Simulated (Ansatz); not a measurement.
System (SMILES): OCl (OH-Cl).
Atoms: O1, H2, Cl3. Bonds: O1-H2, O1-Cl3.

Basis-set convergence of the highest harmonic wavenumber at CCSD(T) with Ansatz (an electronic-structure program). Each level at its own minimum, finite differences of forces, unscaled; the reference is a large set that could be run, not a limit. Cartesian d functions, on some or all atoms, in 6-31G**, 6-311+G**; all else is spherical. Cores are frozen. Core-valence sets carry the plain set on hydrogen. No added dispersion term, no relativity. Reference: the value in aug-pcseg-2, 3801 cm⁻¹, itself unsure by roughly 14 cm⁻¹ (its mean distance from aug-cc-pV(T+d)Z, def2-TZVPPD). Deviations are taken from unrounded values. Cost is core time over that of pcseg-1, rough, on shared machines of one kind; a dash marks a row that isn't timed (too short, read off another run, short of memory, by another algorithm or on other hardware).

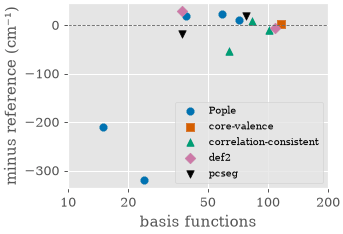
Fig. 1. Deviation from the reference against the number of basis functions, by family of sets.

| basis | functions | highest harmonic wavenumber (cm⁻¹) | minus reference (cm⁻¹) | cost |
|---|---|---|---|---|
| STO-3G | 15 | 3592 | -209 | - |
| 6-31G | 24 | 3482 | -320 | - |
| def2-SVP | 37 | 3830 | 29 | 0.9× |
| pcseg-1 | 37 | 3783 | -18 | 1× |
| 6-31G** | 39 | 3821 | 19 | 1× |
| 6-311+G** | 59 | 3825 | 23 | 4× |
| aug-cc-pV(D+d)Z | 64 | 3747 | -54 | 7× |
| 6-311++G(2d,2p) | 72 | 3811 | 9 | 9× |
| pcseg-2 | 78 | 3820 | 19 | 10× |
| cc-pV(T+d)Z | 83 | 3809 | 8 | 10× |
| jun-cc-pV(T+d)Z | 101 | 3791 | -11 | 30× |
| def2-TZVPPD | 108 | 3795 | -6 | 40× |
| cc-pCVTZ | 116 | 3803 | 1 | 50× |
